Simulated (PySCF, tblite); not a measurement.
# C5H12Si: geometry, infrared bands and NMR shifts

What infrared bands and NMR shifts should C5H12Si (`C=C([SiH3])C(C)C`) show?

Programs: tblite 0.8.0 and PySCF 2.14.0, with density-fitted response routines of our own. Each step states its level of theory. These are calculated values for one molecule in the gas phase, unless marked as measured. Atoms count from 0, in the outputs and in this text.

## (1) Starting geometry

18 atoms, charge 0, multiplicity 1; geometry from: force field or distance geometry start.

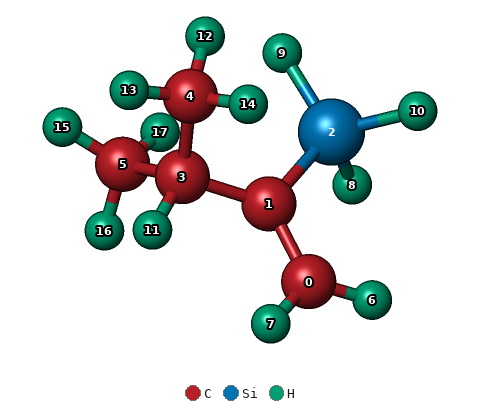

The starting geometry (carbon red, silicon blue, hydrogen teal), atoms numbered.

## (2) Relaxing the molecule with GFN2-xTB

What the job is given:

```
{"job": {"kind": "relax", "xc": "GFN2-xTB", "basis": "xTB"}, "charge": 0, "multiplicity": 1}
C      0.829000    -0.900000     1.749300
C      0.481600    -0.300400     0.582300
Si     1.890100     0.210800    -0.483700
C     -0.903300    -0.058700     0.163900
C     -1.189900     1.411700     0.073200
C     -1.110100    -0.803400    -1.126300
H      1.848300    -1.061600     2.038900
H     -0.023700    -1.193700     2.382000
H      2.725900    -0.982100    -0.696700
H      1.465300     0.735300    -1.782300
H      2.728800     1.164200     0.278700
H     -1.627300    -0.481400     0.910000
H     -0.679700     1.867200    -0.804700
H     -2.272500     1.533000     0.042700
H     -0.765800     1.932800     0.973400
H     -2.005200    -0.485000    -1.672500
H     -1.198700    -1.874600    -0.877400
H     -0.201500    -0.707800    -1.762500
```

On the command line:

```sh
$ OMP_NUM_THREADS=1 python probes_run.py task.json out
```

The driver reads the jobs from task.json and runs them one after another.

What it wrote:

```text
step      E/eV     max force
  0    -503.60732    2.692
  1    -503.74624    2.132
  2    -503.80052    0.637
  3    -503.83059    0.492
  4    -503.87194    0.461
  5    -503.88764    0.339
  6    -503.89973    0.264
  7    -503.90940    0.371
  8    -503.91727    0.270
  9    -503.92225    0.146
 10    -503.92666    0.167
 11    -503.93090    0.220
 12    -503.93473    0.193
 13    -503.93817    0.171
 14    -503.94194    0.164
 15    -503.94659    0.190
 16    -503.95115    0.195
 17    -503.95402    0.119
 18    -503.95555    0.104
 19    -503.95692    0.112
 20    -503.95889    0.164
 21    -503.96123    0.147
 22    -503.96310    0.106
 23    -503.96416    0.073
 24    -503.96489    0.073
 25    -503.96571    0.079
 26    -503.96668    0.090
 27    -503.96771    0.073
 28    -503.96873    0.087
 29    -503.96982    0.098
 30    -503.97111    0.105
 31    -503.97263    0.103
 32    -503.97419    0.109
 33    -503.97547    0.093
 34    -503.97629    0.061
 35    -503.97681    0.058
 36    -503.97731    0.050
 37    -503.97787    0.068
 38    -503.97845    0.064
 39    -503.97890    0.046
 40    -503.97919    0.038
 41    -503.97944    0.041
 42    -503.97976    0.051
 43    -503.98017    0.059
 44    -503.98061    0.046
 45    -503.98096    0.052
 46    -503.98120    0.052
 47    -503.98144    0.039
 48    -503.98171    0.030
 49    -503.98194    0.032
 50    -503.98209    0.036
 51    -503.98228    0.030
 52    -503.98247    0.034
 53    -503.98268    0.030
 54    -503.98282    0.029
 55    -503.98292    0.024
 56    -503.98301    0.023
 57    -503.98311    0.024
 58    -503.98322    0.025
 59    -503.98329    0.016
 60    -503.98332    0.010
```

It took 0.61 s on 1 thread of Arm Neoverse N1, shared host.

Step by step: (not every step is listed)

```tsv
step	energy from step 0 (eV)	largest force (eV/Å)
0	0.0000	2.6915
1	-0.1389	2.1325
2	-0.1932	0.6375
3	-0.2233	0.4915
4	-0.2646	0.4610
5	-0.2803	0.3391
6	-0.2924	0.2642
7	-0.3021	0.3711
8	-0.3099	0.2696
12	-0.3274	0.1933
16	-0.3438	0.1953
20	-0.3516	0.1641
24	-0.3576	0.0734
28	-0.3614	0.0872
32	-0.3669	0.1089
36	-0.3700	0.0505
40	-0.3719	0.0385
44	-0.3733	0.0461
48	-0.3744	0.0300
52	-0.3751	0.0339
55	-0.3756	0.0236
56	-0.3757	0.0228
57	-0.3758	0.0239
58	-0.3759	0.0247
59	-0.3760	0.0162
60	-0.3760	0.0098
```

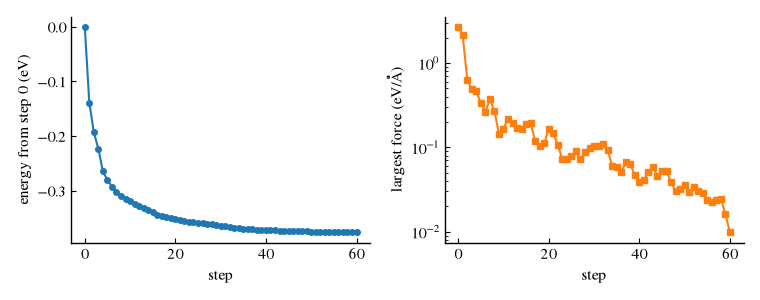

Energy and force, step by step.

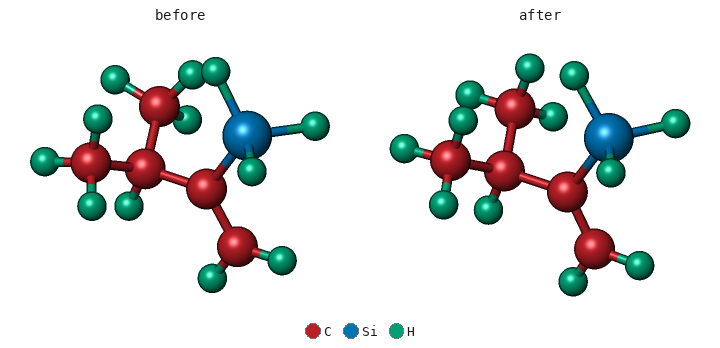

Before and after, at one scale.

Close pairs (by a distance rule), those that changed most:

```tsv
bond	before (Å)	after (Å)	change (Å)
C1–Si2	1.839	1.893	+0.054
C1–C3	1.467	1.507	+0.041
C4–H14	1.123	1.088	-0.035
C0–C1	1.357	1.327	-0.030
C3–C4	1.501	1.528	+0.027
C5–H17	1.113	1.087	-0.026
C4–H12	1.113	1.087	-0.026
C3–C5	1.504	1.528	+0.024
```

The next job starts from the end point, and lists it.

## (3) Harmonic vibrations with GFN2-xTB

What the job is given:

```
{"job": {"kind": "ir", "xc": "GFN2-xTB", "basis": "xTB"}, "charge": 0, "multiplicity": 1}
C      0.776114    -0.940906     1.774196
C      0.533995    -0.325715     0.623427
Si     1.989761     0.222449    -0.455085
C     -0.886675    -0.072976     0.187198
C     -1.142324     1.422813     0.006555
C     -1.195716    -0.835927    -1.100634
H      1.778596    -1.139760     2.117350
H     -0.015101    -1.276154     2.430029
H      2.812370    -0.949601    -0.768679
H      1.555870     0.833037    -1.714906
H      2.784789     1.206350     0.286166
H     -1.560136    -0.442124     0.971967
H     -0.525037     1.826353    -0.792366
H     -2.187142     1.599994    -0.241226
H     -0.908808     1.958436     0.924187
H     -2.236269    -0.692248    -1.384963
H     -1.018052    -1.900048    -0.960057
H     -0.564995    -0.487656    -1.914816
```

What it wrote:

```text
mode    cm-1     km/mol
  1     -69.8      0.08
  2      84.1      0.02
  3     177.0      0.31
  4     199.6      0.57
  5     220.5      0.07
  6     225.2      0.28
  7     316.9      1.44
  8     353.7      0.65
  9     435.1      6.95
 10     487.8     14.81
 11     573.9     62.00
 12     598.9     82.70
 13     622.3      7.39
 14     710.9      0.21
 15     780.8    212.15
 16     804.2    176.69
 17     807.9    371.78
 18     881.2      1.31
 19     914.3     25.16
 20     946.4      2.99
 21     970.2      4.47
 22     986.1      0.13
 23    1056.2      2.92
 24    1139.7      4.14
 25    1177.4      3.18
 26    1244.3      5.45
 27    1315.3      7.30
 28    1317.5      4.64
 29    1403.0      4.70
 30    1416.6      2.55
 31    1432.3      0.54
 32    1494.1      0.04
 33    1495.7      0.52
 34    1502.4      4.42
 35    1506.6      2.32
 36    1672.1      4.16
 37    2231.6    416.38
 38    2237.6    426.04
 39    2243.5     91.59
 40    2899.8     58.17
 41    3021.9      1.10
 42    3026.8     94.82
 43    3030.4     31.96
 44    3033.2     19.52
 45    3039.4     19.64
 46    3042.4     46.22
 47    3057.6     70.06
 48    3096.0     49.72
```

Wall time 0.9 s (1 thread of Arm Neoverse N1, shared host).

Which atoms move in the most intense modes:

```tsv
cm⁻¹	km/mol	atoms
599	82.7	C1 34 %, H10 26 %, H8 22 %
781	212.2	H10 48 %, H8 47 %
804	176.7	H9 57 %, H10 30 %
808	371.8	H9 41 %, H8 36 %, H10 14 %
2232	416.4	H9 60 %, H10 26 %, H8 10 %
2238	426.0	H10 52 %, H8 40 %
2244	91.6	H8 47 %, H9 32 %, H10 19 %
3027	94.8	H15 48 %, H13 39 %
```

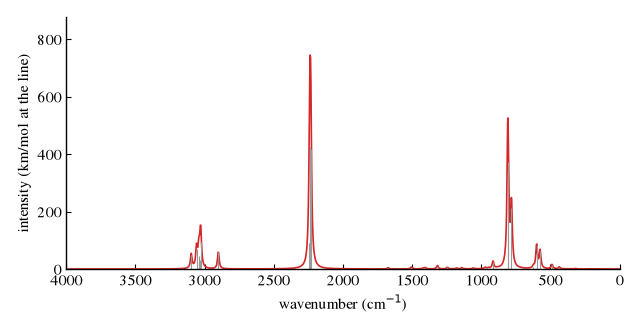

The infrared spectrum from these modes, unscaled. Lines are broadened to a width of 14 cm⁻¹ (Lorentzian).

## (4) Nuclear shieldings: PBE0/pcSseg-1

The job, as its differences from that of step 3:

```diff
@@ -1,2 +1,2 @@
-{"job": {"kind": "ir", "xc": "GFN2-xTB", "basis": "xTB"}, "charge": 0, "multiplicity": 1}
+{"job": {"kind": "nmr", "xc": "PBE0", "basis": "pcSseg-1"}, "charge": 0, "multiplicity": 1}
 C      0.776114    -0.940906     1.774196
```

Method: GIAO PBE0/pcSseg-1 NMR shielding, non-relativistic, gas phase.

What it wrote:

```text
coarse grid: 14496 points
cycle   1  E = -486.7272120310  dE =  3.468e-01  |g| = 4.055e-01  |ddm| = 3.576e+00
cycle   2  E = -486.7200169573  dE =  7.195e-03  |g| = 4.413e-01  |ddm| = 7.725e-01
cycle   3  E = -486.7720297115  dE = -5.201e-02  |g| = 5.553e-02  |ddm| = 4.551e-01
cycle   4  E = -486.7724796300  dE = -4.499e-04  |g| = 3.607e-02  |ddm| = 7.983e-02
cycle   5  E = -486.7728065478  dE = -3.269e-04  |g| = 5.287e-03  |ddm| = 3.238e-02
cycle   6  E = -486.7728130938  dE = -6.546e-06  |g| = 1.674e-03  |ddm| = 5.829e-03
final grid: 132432 points
cycle   7  E = -486.8099604686  dE = -3.847e-05  |g| = 8.428e-03  |ddm| = 3.129e-02
cycle   8  E = -486.8099536457  dE =  6.823e-06  |g| = 9.810e-03  |ddm| = 1.716e-02
cycle   9  E = -486.8099791273  dE = -2.548e-05  |g| = 1.126e-03  |ddm| = 9.917e-03
cycle  10  E = -486.8099794182  dE = -2.909e-07  |g| = 3.091e-04  |ddm| = 1.187e-03
cycle  11  E = -486.8099794421  dE = -2.385e-08  |g| = 7.062e-05  |ddm| = 2.935e-04
cycle  12  E = -486.8099794432  dE = -1.107e-09  |g| = 1.943e-05  |ddm| = 7.661e-05
cycle  13  E = -486.8099794433  dE = -8.754e-11  |g| = 2.646e-06  |ddm| = 1.742e-05
converged SCF energy = -486.8099794433

GIAO shielding tensors (ppm)
atom      isotropic    diamagn.    paramagn.     s11        s22        s33       span
  0 C       52.607     253.212    -200.605    -64.179     74.644    147.357    211.536
  1 C       28.487     262.338    -233.851    -88.830     15.880    158.411    247.241
  2 Si     436.705     881.099    -444.394    411.664    432.011    466.441     54.777
  3 C      141.101     244.080    -102.979    126.022    136.648    160.632     34.610
  4 C      163.002     248.724     -85.722    147.183    156.553    185.270     38.087
  5 C      162.526     248.656     -86.130    145.555    156.863    185.160     39.605
  6 H       26.167      30.937      -4.771     23.077     24.416     31.007      7.930
  7 H       25.410      32.104      -6.694     21.476     24.895     29.860      8.385
  8 H       27.630      29.362      -1.732     24.489     25.567     32.833      8.345
  9 H       27.475      29.862      -2.388     23.768     27.825     30.830      7.062
 10 H       27.609      29.326      -1.716     24.518     25.487     32.822      8.304
 11 H       29.320      33.822      -4.502     27.122     27.241     33.598      6.476
 12 H       30.586      31.564      -0.978     26.738     30.384     34.637      7.899
 13 H       30.587      30.439       0.148     26.564     27.883     37.313     10.749
 14 H       30.704      30.913      -0.209     26.819     28.321     36.972     10.153
 15 H       30.598      30.456       0.141     26.597     27.889     37.306     10.709
 16 H       30.716      30.896      -0.180     26.787     28.380     36.982     10.195
 17 H       30.599      31.538      -0.938     26.745     30.411     34.642      7.898
```

It took 54 s on 1 thread of Arm Neoverse N1, shared host; peak memory 0.77 GiB.

Shifts follow as δ = σ(reference) − σ, with reference shieldings (ppm) from runs at the same level and on the same kind of geometry: ¹H TMS 31.72, ¹³C TMS 186.9, ²⁹Si TMS 349.2. The references are single molecules in the gas phase. Atoms listed in one row are averaged.

```tsv
atoms	environment	σ (ppm)	δ (ppm)	δ scaled to CDCl3
C1	fully substituted alkene carbon	28.5	158.4	152.7
C0	terminal =CH2 carbon	52.6	134.3	129.2
C3	allylic sp3 CH	141.1	45.8	42.8
C4, C5	methyl carbon	162.8	24.2	21.7
H7	hydrogen on a terminal =CH2 carbon	25.41	6.31	6.05
H6	hydrogen on a terminal =CH2 carbon	26.17	5.55	5.34
H8, H9, H10	hydrogen on a silicon bonded to C	27.57	4.15	–
H11	hydrogen on an allylic sp3 CH	29.32	2.40	2.36
H12, H13, H14, H15, H16, H17	hydrogen on a methyl carbon	30.63	1.09	1.13
Si2	silicon bonded to C, 3 H	436.7	-87.5	–
```

The scaled column applies a straight-line fit of computed shieldings to shifts measured in CDCl3 (root-mean-square error 0.16 ppm for H, 1.9 ppm for C).

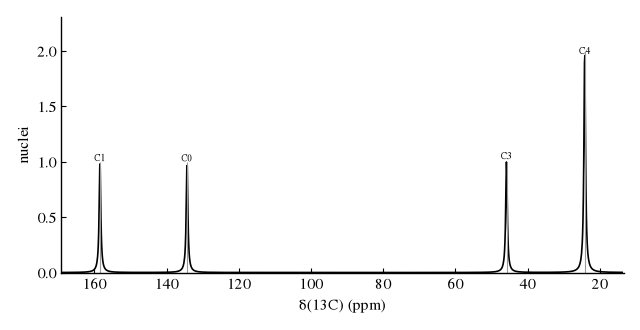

¹³C lines at the computed shifts, without couplings. Lines are broadened to a width of 0.54 ppm (Lorentzian).

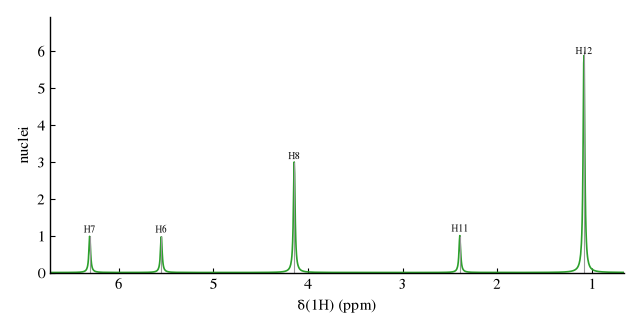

¹H lines at the computed shifts, without couplings. Lines are broadened to a width of 0.02 ppm (Lorentzian).

Charges from the same density, by scheme (e):

```tsv
atoms	Mulliken	IAO	Hirshfeld	ESP fit
C0	-0.08	-0.30	-0.10	-0.50
C1	-0.48	-0.25	-0.07	-0.11
Si2	0.51	0.58	0.31	0.32
C3	-0.30	-0.09	-0.02	0.50
C4, C5	-0.21	-0.42	-0.12	-0.59
```

ESP fit charges:

C0 -0.50; C1 -0.11; Si2 0.32; C3 0.50; C4 -0.59; C5 -0.59; H6 0.21; H7 0.18; H8 -0.08; H9 -0.09; H10 -0.08; H11 -0.02; H12 0.15; H13 0.14; H14 0.13; H15 0.14; H16 0.13; H17 0.15

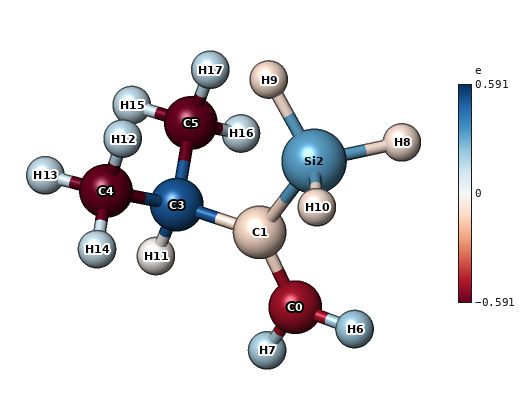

ESP fit charges, as colours on the atoms.

Mayer bond orders: C0–C1 2.00, C1–Si2 0.86, C1–C3 0.97, C3–C4 1.02, C3–C5 1.02.

Orbitals, density, ELF and potential are computed afterwards from the orbital file.

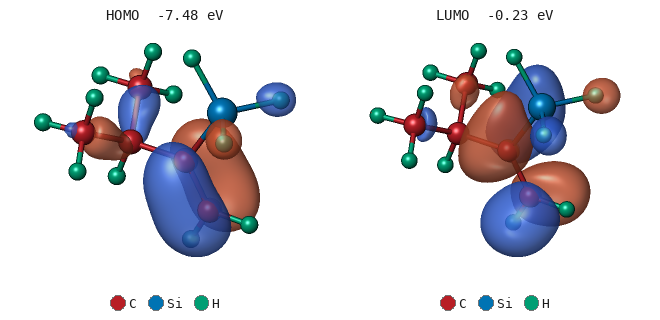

PBE0/pcSseg-1 orbitals near the gap, drawn at the value that encloses 70 % of each; the two colours are the two signs.

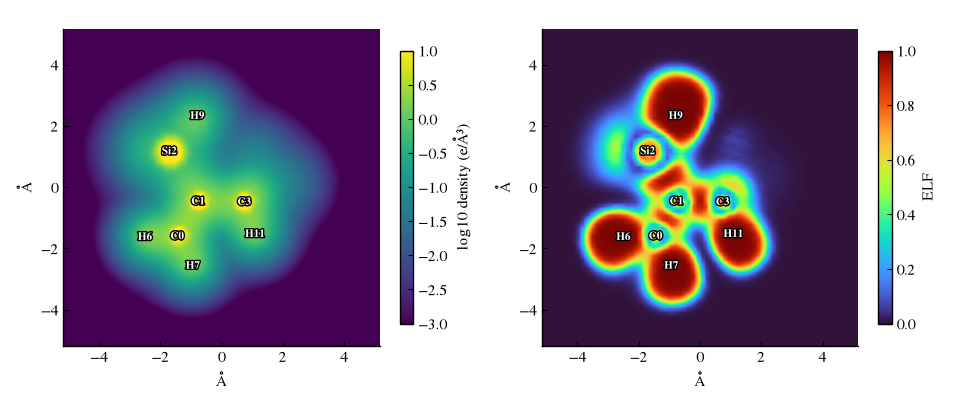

Density (left) and ELF (right) in a plane through or near 8 of the atoms.

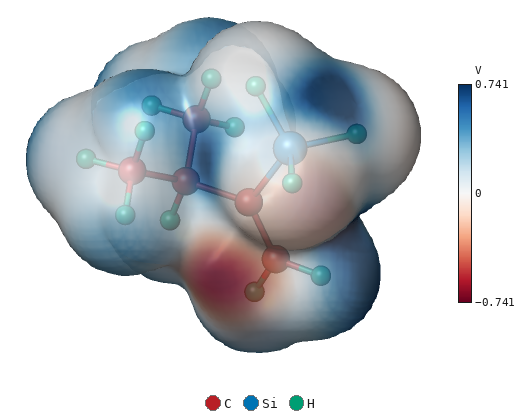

The potential that a unit positive charge feels on the 0.002 e/bohr³ surface, from -0.57 V near C0 to 0.74 V near H6.

## (5) Outcome

| quantity | value |
| --- | --- |
| strongest single infrared mode (GFN2-xTB) | 2238 cm⁻¹, 426 km/mol |
| zero-point energy (GFN2-xTB) | 93.3 kcal/mol |
| ¹³C shifts against TMS (PBE0/pcSseg-1, means over atoms taken as alike) | 158.4, 134.3, 45.8, 24.2 ppm |
| ¹H shifts against TMS (PBE0/pcSseg-1, means over atoms taken as alike) | 6.31, 5.55, 4.15, 2.40, 1.09 ppm |
| ²⁹Si shifts against TMS (PBE0/pcSseg-1) | -87.5 ppm |
| surface potential, least and greatest | -0.57 V and 0.74 V |

What this shows: Relaxing lowered the energy by 0.376 eV in 60 steps; the close pair that moved most is C1–Si2, from 1.839 to 1.893 Å. The lowest mode is imaginary (70i cm⁻¹), so the xTB geometry is not a minimum. The strongest single mode, at 2238 cm⁻¹, moves mainly H10 and H8. Unscaled tight-binding wavenumbers are off by several per cent, some by more. Its intensities can rank the bands wrongly. The most deshielded carbon is C1 (fully substituted alkene carbon), at 158.4 ppm: the olefinic region. At PBE0/pcSseg-1: The widest tensor belongs to C1: span 247 ppm, with a paramagnetic part of -234 ppm.
